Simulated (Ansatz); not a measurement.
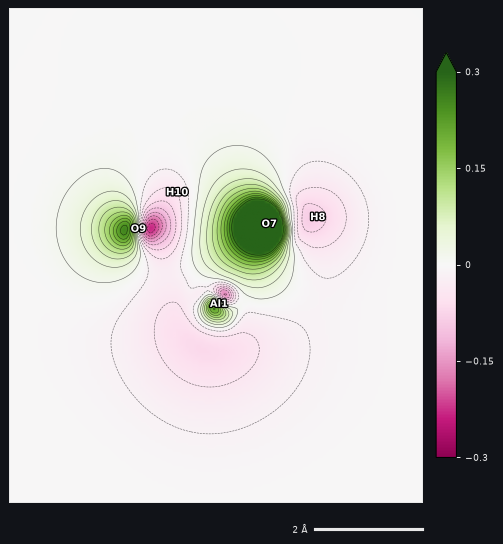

The picture shows: CH$_{6}$AlO$_{2}$ (doublet). The HOMO−1 (β) on the plane of atoms Al1, O9 and H10 (values in Å⁻³ᐟ²; the overall sign is arbitrary).

Computed with Ansatz 0.2.0, UKS PBE0-D4/def2-SVP.

```xyz
10

Al   -0.0283    0.4994    0.0587
H    -0.1913    0.2983    2.6636
C     1.7229    0.0805   -0.7411
H     1.9570   -0.9907   -0.6125
H     1.7332    0.3057   -1.8207
H     2.5302    0.6698   -0.2755
O    -1.3158   -0.7163   -0.0235
H    -2.0935   -0.6753   -0.5819
O     0.0791   -0.2905    1.9476
H    -0.7138   -0.8287    1.7052
```

What is the character of this orbital?

Answer. By Hirshfeld shares it lies mainly on O7 (about 70 %), Al1 (about 10 %) and C3 (about 5 %); largely a lone pair of O7. Its energy is −8.40 eV.
